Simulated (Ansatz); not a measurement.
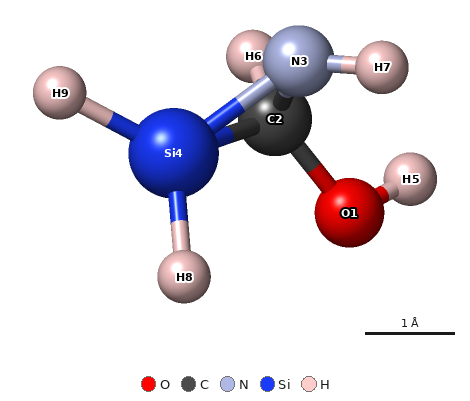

The input geometry (ball-and-stick view, seen at a tilt; atoms are numbered from 1 in the order of the input).

## Run report: CH$_{5}$NOSi, geometry relaxation

The run: geometry relaxation of CH$_{5}$NOSi, SMILES OC1N[SiH2]1. Method and program: RKS PBE0-D4/def2-TZVP (Ansatz 0.2.0).

The geometry: PBE-D4/def2-SVP start. Figures and captions count atoms from 1; the log counts them from 0 in places.

### Output
```
Functional definition: PBE0
  name "PBE0"
  cite "Adamo & Barone, J. Chem. Phys. 110, 6158 (1999) doi:10.1063/1.478522"
  cite "Perdew, Burke & Ernzerhof, Phys. Rev. Lett. 77, 3865 (1996) doi:10.1103/PhysRevLett.77.3865"
  parent pbe
  parameter a = 0.25
  parameter kappa = 0.804
  parameter beta = 0.06672455060314922
  exchange = (1 - a)*pbe_x(kappa = kappa, mu = beta*pi^2/3) + a*exact_x
  correlation = pbe_c(beta = beta)
974 factors; their error is unknown
mean field evaluation 1: about -12516.7495 eV, gradient 6.6e1 eV
mean field evaluation 2: about -12497.3779 eV, gradient 1.1e2 eV
mean field evaluation 4: about -12525.1975 eV, gradient 8.6e0 eV
mean field evaluation 8: about -12525.3607 eV, gradient 4.2e-1 eV
mean field evaluation 16: about -12525.3609 eV, gradient 1.4e-5 eV
mean field -12525.36089451 eV, -460.2985228787 hartree, gradient 1.4e-5 eV, S^2 0.000000; 0 other end points of the search recorded, 0 dependent functions left out
the calculation of the forces begins
reference -12525.36092441 eV, -460.2985239775 hartree; 20, 20 occupied and 140, 140 virtual orbitals, 974 factors
relax step   1: F+E_penalty+E_count = -12525.49363943 eV  Δ(F+E_penalty+E_count) = +0.000e0 eV  max|allowed force component| = 7.458e-1 eV/Å  Δτ_max = 0.0000 Å  (28 SCF iters, accepted)
these checks for a lower state are left out or cut short: starts, cluster_reference, orbital_swaps, neighbouring_geometries, increment
974 factors; their error is unknown
mean field -12525.40533355 eV, -460.3001559834 hartree, gradient 1.4e-5 eV, S^2 0.000000; 0 other end points of the search recorded, 0 dependent functions left out
the calculation of the forces begins
reference -12525.40536333 eV, -460.3001570776 hartree; 20, 20 occupied and 140, 140 virtual orbitals, 974 factors
relax step   2: F+E_penalty+E_count = -12525.53838909 eV  Δ(F+E_penalty+E_count) = -4.475e-2 eV  max|allowed force component| = 5.270e-1 eV/Å  Δτ_max = 0.0348 Å  (31 SCF iters, accepted)
these checks for a lower state are left out or cut short: starts, cluster_reference, orbital_swaps, neighbouring_geometries, increment
974 factors; their error is unknown
mean field -12525.41586346 eV, -460.3005429503 hartree, gradient 1.3e-5 eV, S^2 0.000000; 0 other end points of the search recorded, 0 dependent functions left out
the calculation of the forces begins
reference -12525.41589309 eV, -460.3005440391 hartree; 20, 20 occupied and 140, 140 virtual orbitals, 974 factors
relax step   3: F+E_penalty+E_count = -12525.54925476 eV  Δ(F+E_penalty+E_count) = -1.087e-2 eV  max|allowed force component| = 1.374e-1 eV/Å  Δτ_max = 0.0252 Å  (33 SCF iters, accepted)
these checks for a lower state are left out or cut short: starts, cluster_reference, orbital_swaps, neighbouring_geometries, increment
974 factors; their error is unknown
mean field evaluation 32: about -12525.3802 eV, gradient 8.4e-1 eV
mean field -12525.41674193 eV, -460.3005752336 hartree, gradient 1.3e-5 eV, S^2 0.000000; 0 other end points of the search recorded, 0 dependent functions left out
the calculation of the forces begins
reference -12525.41677155 eV, -460.3005763219 hartree; 20, 20 occupied and 140, 140 virtual orbitals, 974 factors
relax step   4: F+E_penalty+E_count = -12525.55012584 eV  Δ(F+E_penalty+E_count) = -8.711e-4 eV  max|allowed force component| = 8.351e-2 eV/Å  Δτ_max = 0.0114 Å  (33 SCF iters, accepted)
these checks for a lower state are left out or cut short: starts, cluster_reference, orbital_swaps, neighbouring_geometries, increment
974 factors; their error is unknown
mean field -12525.41676687 eV, -460.3005761499 hartree, gradient 1.3e-5 eV, S^2 0.000000; 0 other end points of the search recorded, 0 dependent functions left out
the calculation of the forces begins
reference -12525.41679645 eV, -460.3005772372 hartree; 20, 20 occupied and 140, 140 virtual orbitals, 974 factors
relax step   5: F+E_penalty+E_count = -12525.55020176 eV  Δ(F+E_penalty+E_count) = -7.592e-5 eV  max|allowed force component| = 9.589e-2 eV/Å  Δτ_max = 0.0293 Å  (32 SCF iters, accepted)
these checks for a lower state are left out or cut short: starts, cluster_reference, orbital_swaps, neighbouring_geometries, increment
974 factors; their error is unknown
mean field -12525.41753579 eV, -460.3006044073 hartree, gradient 1.3e-5 eV, S^2 0.000000; 0 other end points of the search recorded, 0 dependent functions left out
the calculation of the forces begins
reference -12525.41756536 eV, -460.3006054940 hartree; 20, 20 occupied and 140, 140 virtual orbitals, 974 factors
relax step   6: F+E_penalty+E_count = -12525.55095228 eV  Δ(F+E_penalty+E_count) = -7.505e-4 eV  max|allowed force component| = 2.847e-2 eV/Å  Δτ_max = 0.0109 Å  (33 SCF iters, accepted)
these checks for a lower state are left out or cut short: starts, cluster_reference, orbital_swaps, neighbouring_geometries, increment
974 factors; their error is unknown
mean field -12525.41762047 eV, -460.3006075193 hartree, gradient 1.3e-5 eV, S^2 0.000000; 0 other end points of the search recorded, 0 dependent functions left out
the calculation of the forces begins
reference -12525.41765005 eV, -460.3006086062 hartree; 20, 20 occupied and 140, 140 virtual orbitals, 974 factors
relax step   7: F+E_penalty+E_count = -12525.55104547 eV  Δ(F+E_penalty+E_count) = -9.318e-5 eV  max|allowed force component| = 5.259e-3 eV/Å  Δτ_max = 0.0079 Å  (33 SCF iters, accepted)
these checks for a lower state are left out or cut short: starts, cluster_reference, orbital_swaps, neighbouring_geometries, increment
974 factors; their error is unknown
mean field evaluation 64: about -12525.4176 eV, gradient 6.7e-3 eV
mean field -12525.41761805 eV, -460.3006074302 hartree, gradient 1.3e-5 eV, S^2 0.000000; 0 other end points of the search recorded, 0 dependent functions left out
the calculation of the forces begins
reference -12525.41764762 eV, -460.3006085170 hartree; 20, 20 occupied and 140, 140 virtual orbitals, 974 factors
relax step   8: F+E_penalty+E_count = -12525.55104980 eV  Δ(F+E_penalty+E_count) = -4.329e-6 eV  max|allowed force component| = 4.514e-3 eV/Å  Δτ_max = 0.0019 Å  (34 SCF iters, accepted)
```

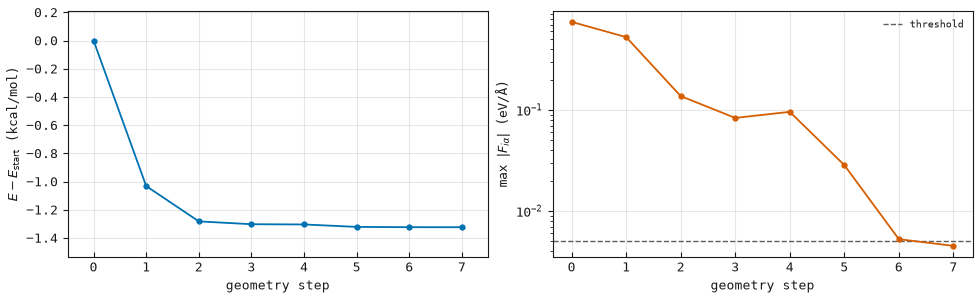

Progress of the relaxation, step by step (the first geometry is step 0 here and step 1 in the log).

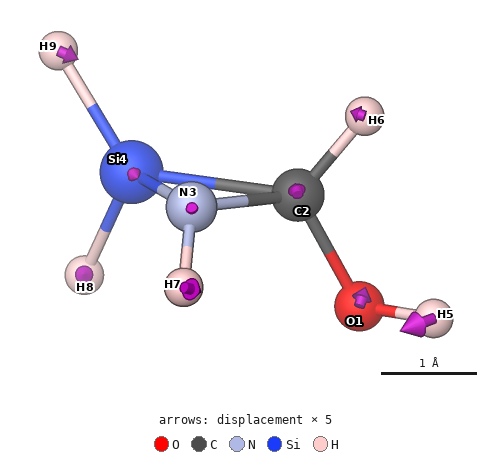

The starting structure with the displacements as pink arrows, magnified 5 times (ball-and-stick view, seen at a tilt). The two geometries are laid on each other by the best rigid fit. Over 7 geometry steps the energy falls by 1.32 kcal/mol. The largest force component goes from 0.75 to 0.0045 eV/Å. The largest move after the best rigid fit is that of H5, 0.091 Å. Largest moves by element: H 0.091 Å, O 0.047 Å, C 0.037 Å, Si 0.026 Å, N 0.019 Å. Distances before and after: C2–Si4 1.885 → 1.846 Å, N3–Si4 1.754 → 1.718 Å, C2–H6 1.113 → 1.091 Å, Si4–H8 1.498 → 1.480 Å. (Atoms are counted from 1 in the order of the input.)

```
974 factors; their error is unknown
mean field -12525.41761805 eV, -460.3006074302 hartree, gradient 1.3e-5 eV, S^2 0.000000; 1 other end points of the search recorded, 0 dependent functions left out
the calculation of the forces begins
reference -12525.41764762 eV, -460.3006085170 hartree; 20, 20 occupied and 140, 140 virtual orbitals, 974 factors
Total energy: -12525.55107937 eV, -460.3055120435 hartree
Atom 0 at    -1.037053     0.513070    -1.193253 Å, force    -0.000253    -0.001277     0.001319 eV/Å
Atom 1 at    -0.377726     0.584351     0.036672 Å, force     0.001645    -0.000242    -0.004514 eV/Å
Atom 2 at     1.058454     0.271180     0.059625 Å, force    -0.001344     0.001259     0.001093 eV/Å
Atom 3 at     0.171338    -1.025156     0.755542 Å, force     0.003954    -0.000758    -0.002917 eV/Å
Atom 4 at    -0.941754     1.360317    -1.639350 Å, force     0.000540     0.000258     0.000357 eV/Å
Atom 5 at    -0.638305     1.474848     0.610098 Å, force    -0.000719     0.003116     0.001709 eV/Å
Atom 6 at     1.578532     0.325025    -0.803558 Å, force    -0.002431    -0.001554     0.001532 eV/Å
Atom 7 at    -0.150648    -2.238619    -0.028042 Å, force    -0.000758    -0.000402     0.000091 eV/Å
Atom 8 at     0.425762    -1.311415     2.185165 Å, force    -0.000632    -0.000400     0.001330 eV/Å
Dipole moment:     0.086925     0.138778    -0.106258 e Å
```

### Trajectory as extended XYZ (Å, eV, eV/Å), 8 frames, from step=1 to step=8
```
9
Properties=species:S:1:pos:R:3:forces:R:3 step=1 energy=-12525.49364
O    -1.0126    0.5016   -1.2316    0.1952   0.7458   0.0176
C    -0.3588    0.5977    0.0080   -0.0829  -0.1389   0.4873
N     1.0720    0.2813    0.0673   -0.1164  -0.4731  -0.2815
Si    0.1651   -1.0425    0.7745    0.1934   0.7093  -0.4166
H    -1.0254    1.3936   -1.6264    0.0058  -0.6350   0.2080
H    -0.6520    1.4988    0.5908    0.2079  -0.5208  -0.4082
H     1.6351    0.3256   -0.7892   -0.4446  -0.0378   0.5342
H    -0.1813   -2.2609   -0.0259    0.1190   0.2648   0.1746
H     0.4464   -1.3417    2.2155   -0.0774   0.0856  -0.3154
9
Properties=species:S:1:pos:R:3:forces:R:3 step=2 energy=-12525.53839
O    -1.0108    0.5092   -1.2214    0.0418   0.2302   0.0371
C    -0.3669    0.5889    0.0198   -0.0142  -0.1222   0.1492
N     1.0612    0.2742    0.0641   -0.0679  -0.3335   0.0501
Si    0.1630   -1.0371    0.7702    0.1658   0.5270  -0.3112
H    -0.9999    1.3890   -1.6195   -0.0005  -0.1974   0.0459
H    -0.6397    1.4876    0.5869    0.0356  -0.1776  -0.1023
H     1.6014    0.3182   -0.7931   -0.1447  -0.0147   0.1491
H    -0.1554   -2.2499   -0.0238    0.0194   0.0646   0.0513
H     0.4357   -1.3265    2.1998   -0.0352   0.0235  -0.0691
9
Properties=species:S:1:pos:R:3:forces:R:3 step=3 energy=-12525.54925
O    -1.0135    0.5092   -1.2103   -0.0031  -0.0041   0.0205
C    -0.3648    0.5841    0.0261   -0.1374  -0.0511   0.0105
N     1.0634    0.2680    0.0635    0.0821  -0.0164   0.0199
Si    0.1693   -1.0253    0.7597    0.0146   0.0267  -0.0141
H    -0.9887    1.3792   -1.6180    0.0140   0.0220  -0.0331
H    -0.6388    1.4713    0.5966    0.0181   0.0420   0.0098
H     1.5895    0.3111   -0.7959    0.0184   0.0173  -0.0296
H    -0.1489   -2.2354   -0.0282   -0.0028  -0.0259  -0.0018
H     0.4212   -1.3087    2.1894   -0.0039  -0.0105   0.0179
9
Properties=species:S:1:pos:R:3:forces:R:3 step=4 energy=-12525.55013
O    -1.0178    0.5110   -1.2074   -0.0183  -0.0046   0.0165
C    -0.3696    0.5826    0.0294   -0.0835   0.0107  -0.0211
N     1.0611    0.2684    0.0622    0.0834  -0.0189   0.0114
Si    0.1706   -1.0259    0.7591    0.0027   0.0046  -0.0083
H    -0.9782    1.3778   -1.6221    0.0145   0.0019  -0.0108
H    -0.6363    1.4742    0.5977   -0.0017   0.0082   0.0124
H     1.5844    0.3151   -0.7992    0.0067   0.0087  -0.0070
H    -0.1461   -2.2391   -0.0263   -0.0030  -0.0089   0.0008
H     0.4204   -1.3106    2.1896   -0.0007  -0.0018   0.0060
9
Properties=species:S:1:pos:R:3:forces:R:3 step=5 energy=-12525.55020
O    -1.0269    0.5085   -1.2034    0.0087  -0.0326   0.0959
C    -0.3755    0.5842    0.0320   -0.0411  -0.0499  -0.0145
N     1.0580    0.2733    0.0617    0.0552  -0.0247   0.0012
Si    0.1713   -1.0233    0.7570   -0.0015  -0.0254   0.0192
H    -0.9525    1.3658   -1.6294   -0.0094   0.0744  -0.0844
H    -0.6418    1.4732    0.6030   -0.0132   0.0388   0.0049
H     1.5828    0.3241   -0.7985    0.0000   0.0127  -0.0118
H    -0.1600   -2.2357   -0.0233    0.0110  -0.0072  -0.0182
H     0.4332   -1.3163    2.1838   -0.0097   0.0140   0.0077
9
Properties=species:S:1:pos:R:3:forces:R:3 step=6 energy=-12525.55095
O    -1.0338    0.5116   -1.1969    0.0120   0.0285   0.0234
C    -0.3772    0.5841    0.0353    0.0186  -0.0223  -0.0213
N     1.0599    0.2704    0.0601   -0.0175   0.0145   0.0007
Si    0.1721   -1.0248    0.7558   -0.0073  -0.0121   0.0047
H    -0.9490    1.3646   -1.6344   -0.0046  -0.0167  -0.0078
H    -0.6381    1.4760    0.6063   -0.0006  -0.0003   0.0036
H     1.5806    0.3237   -0.8028   -0.0017   0.0000  -0.0003
H    -0.1502   -2.2393   -0.0264    0.0003   0.0031  -0.0023
H     0.4243   -1.3126    2.1858    0.0009   0.0053  -0.0006
9
Properties=species:S:1:pos:R:3:forces:R:3 step=7 energy=-12525.55105
O    -1.0368    0.5132   -1.1936   -0.0001  -0.0040  -0.0012
C    -0.3774    0.5844    0.0363   -0.0007  -0.0053  -0.0002
N     1.0586    0.2711    0.0596    0.0021  -0.0006   0.0010
Si    0.1719   -1.0254    0.7554   -0.0050   0.0044  -0.0029
H    -0.9434    1.3611   -1.6389    0.0017   0.0010   0.0004
H    -0.6381    1.4749    0.6095   -0.0003   0.0033   0.0039
H     1.5793    0.3250   -0.8031   -0.0001  -0.0001  -0.0021
H    -0.1508   -2.2392   -0.0275    0.0011   0.0014  -0.0009
H     0.4252   -1.3114    2.1852    0.0014  -0.0003   0.0019
9
Properties=species:S:1:pos:R:3:forces:R:3 step=8 energy=-12525.55105
O    -1.0371    0.5131   -1.1933   -0.0003  -0.0013   0.0013
C    -0.3777    0.5844    0.0367    0.0016  -0.0002  -0.0045
N     1.0585    0.2712    0.0596   -0.0013   0.0013   0.0011
Si    0.1713   -1.0252    0.7555    0.0040  -0.0008  -0.0029
H    -0.9418    1.3603   -1.6394    0.0005   0.0003   0.0004
H    -0.6383    1.4748    0.6101   -0.0007   0.0031   0.0017
H     1.5785    0.3250   -0.8036   -0.0024  -0.0016   0.0015
H    -0.1506   -2.2386   -0.0280   -0.0008  -0.0004   0.0001
H     0.4258   -1.3114    2.1852   -0.0006  -0.0004   0.0013
```

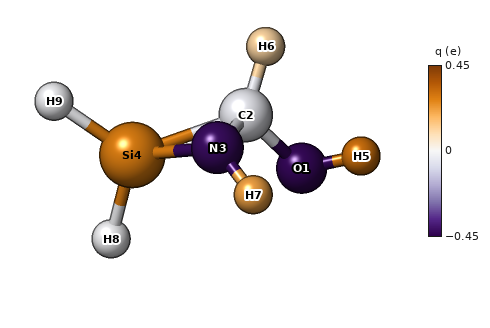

Mulliken charges, as the colour of each atom (ball-and-stick view, seen at a tilt; atoms are numbered from 1 in the order of the input). By element: O −0.43, C −0.04, N −0.42, Si +0.28 and H −0.01 to +0.31 e.

This output came from the following input.

### The input
```yaml
crystal:
  periodic: [false, false, false]
  atoms:
    - {symbol: O, position_ang: [-1.012596, 0.501615, -1.231623]}
    - {symbol: C, position_ang: [-0.358805, 0.597676, 0.007957]}
    - {symbol: N, position_ang: [1.072011, 0.281328, 0.067349]}
    - {symbol: Si, position_ang: [0.165126, -1.042546, 0.774520]}
    - {symbol: H, position_ang: [-1.025413, 1.393639, -1.626407]}
    - {symbol: H, position_ang: [-0.651955, 1.498807, 0.590819]}
    - {symbol: H, position_ang: [1.635127, 0.325646, -0.789231]}
    - {symbol: H, position_ang: [-0.181325, -2.260879, -0.025946]}
    - {symbol: H, position_ang: [0.446430, -1.341686, 2.215462]}
basis:
  gaussian: {orbitals: def2-TZVP}
hamiltonian: {xc: pbe0, dispersion: d4}
relax: {f_tol: 0.005, max_steps: 150}
```

Launch command:
```bash
ansatz run in.yaml --threads 2 --pin off --events-out ev --progress --plain --max-ram 4352MiB
```

### Summary

```csv
quantity,value
outcome,converged
total energy,−12525.5511 eV
mean-field energy,−12525.4176 eV
dispersion energy,−0.1334 eV
SCF solution under orbital rotations,stable
largest force (length of the vector) at the end,0.005 eV/Å
dipole moment,0.94 D
hardware,"2 threads of Arm Neoverse V1, 23 GiB of memory available, shared host"
wall time,34 s (CPU time 65 s)
peak memory,0.32 GiB
```
